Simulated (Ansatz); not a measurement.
Cl3STa

Input

```
crystal:
  periodic: [false, false, false]
  atoms:
    - {symbol: S, position_ang: [0.225627, -0.147699, 2.115802]}
    - {symbol: Ta, position_ang: [0.010137, -0.014806, -0.006890]}
    - {symbol: Cl, position_ang: [1.705206, -1.177006, -0.971682]}
    - {symbol: Cl, position_ang: [-1.996886, -0.908821, -0.579111]}
    - {symbol: Cl, position_ang: [0.105715, 2.174832, -0.599520]}
basis:
  gaussian: {orbitals: def2-TZVPP}
hamiltonian: {xc: pbe0, dispersion: d4}
output: {orbitals: {seedname: orbitals}}
```

Launched as:

```sh
ansatz run in.yaml --threads 4 --pin off --events-out ev --progress --plain --max-ram 10444MiB
```

Geometry: PBE0-D4/def2-TZVP; core potentials replace the inner electrons of Ta.

Level of theory: RKS PBE0-D4/def2-TZVPP in Ansatz 0.2.0.

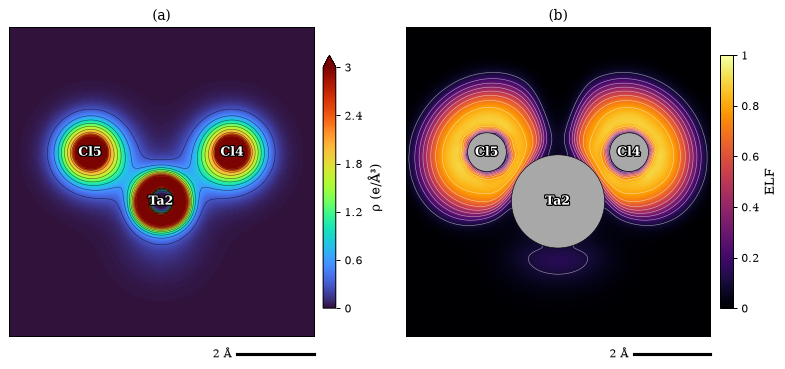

Figure 1. (a) electron density; (b) electron localisation function on the plane of atoms Cl4, Ta2 and Cl5. Grey discs cover the atomic cores in the ELF map.

Question: What do the fields say about this system?

Answer: The section cuts through Ta and Cl sites. Ta–Cl (2.27 Å): ρ is about 0.74 e/Å³ halfway; the ELF peaks at about 0.85 in the valence shell of Cl, 0.8 Å from its nucleus, and is about 0.40 at the midpoint.

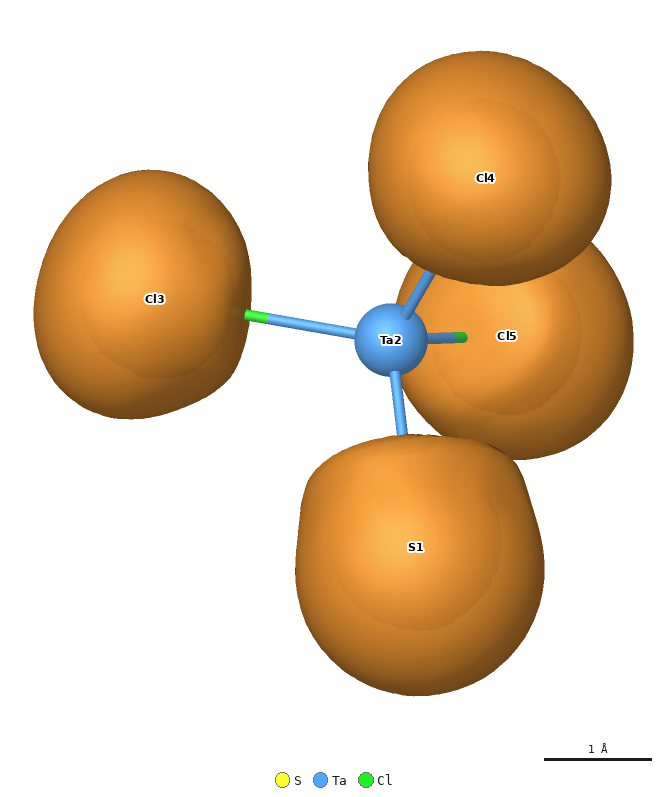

Figure 2. Isosurface of the ELF at 0.8 (orange), seen at an oblique angle. Core shells and regions of very low density are left out.

Question: What do the ELF domains correspond to?

Answer: The surface consists of one ring or bowl of non-bonding electrons around S and three regions wrapped around Cl (the valence shell of each). Profiles from the grid: Ta–S (2.14 Å): the ELF peaks at about 0.75 in the valence shell of S, 0.8 Å from its nucleus, and is about 0.50 at the midpoint.

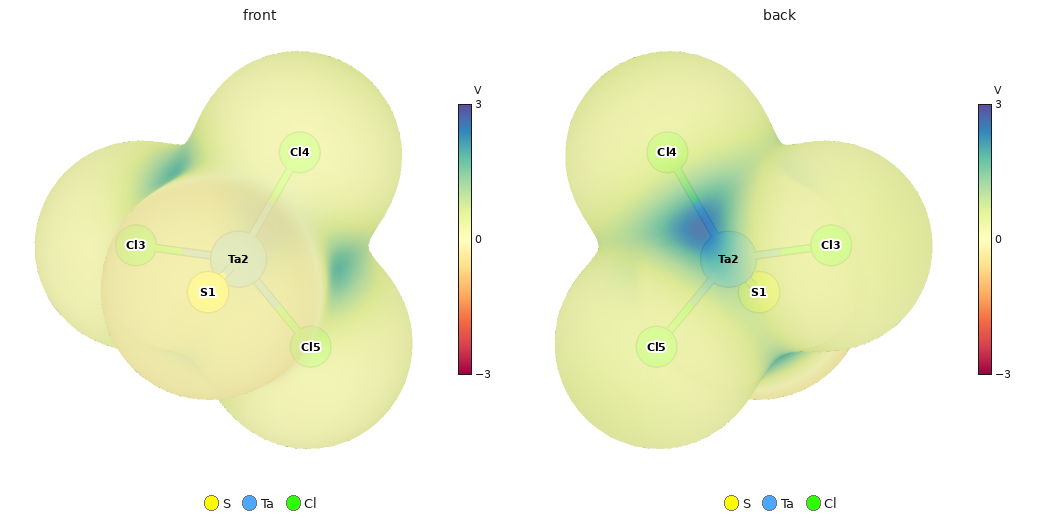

Figure 3. The molecular electrostatic potential painted on the density surface at 0.002 e/bohr³, seen from the front and from behind; red is negative and blue positive.

Question: Describe the electrostatic potential map.

Answer: The most negative region (about −0.2 V) lies over S1, the most positive (about +2.3 V) over Ta2.
